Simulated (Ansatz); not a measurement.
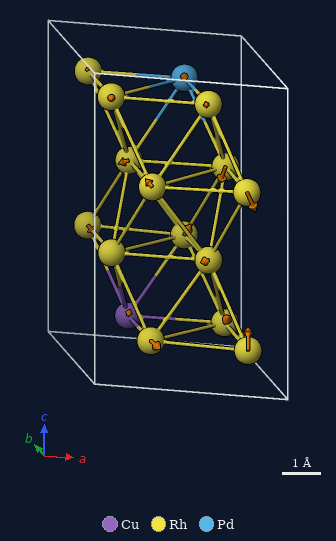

A relaxation of a crystal of CuPdRh14 (a generated structure, set up in P1) (coarse preliminary run). The starting structure is drawn; orange arrows show the displacements (the part carried along by the change of the cell is left out), 10 times their true length.

Style: ball-and-stick. Shown: the cell of the calculation, slightly off an axis.

Case: elements placed on the hcp lattice at random.

Computed with DFT PBE, scalar-relativistic, plane waves, PAW in Ansatz 0.2.0. Set-up: plane-wave cutoff 420 eV; k-point mesh 3 × 3 × 2; occupations gaussian; smearing width 0.1 eV; mesh shifted by (0, 0, 0.5); no spin polarisation; cell and atoms relaxed; force threshold 0.04 eV/Å; at most 50 steps.

Question: Atoms of which element are displaced furthest, and by how much?

Answer: Rhodium: up to 0.079 Å, against 0.026 Å for palladium.

Question: Describe the change and its energy.

Answer: After 3 accepted moves (4 points after the start) the energy has fallen by 14.8 meV per atom. Largest force component: 0.81 eV/Å at the start, 0.01 eV/Å at the end. Pressure: 2.79 GPa at the start and 0.01 GPa at the end. The SCF was repeated once at an unchanged geometry on a basis and grid sized afresh for the cell, which shifted the energy by 0.1 meV per atom at most. A Rh atom moves most relative to the cell: 0.079 Å roughly along [1 3 2]. Largest moves by element: Rh 0.079 Å, Pd 0.026 Å, Cu 0.023 Å. The volume changes by +1.1 %, with a 5.442 → 5.491 Å (+0.9 %), b 5.442 → 5.498 Å (+1.0 %), c 8.707 → 8.637 Å (−0.8 %), β 90.0° → 89.8°. Among the contacts that change: Rh–Rh 2.658 → 2.790 Å, Rh–Rh 2.781 → 2.669 Å, Rh–Rh 2.743 → 2.661 Å, Rh–Rh 2.682 → 2.761 Å. The space group (tolerance 0.01 Å) goes from P1 (No. 1) to Cm (No. 8).

Limits of the set-up: the k-point mesh is coarse for a cell with partly filled bands.
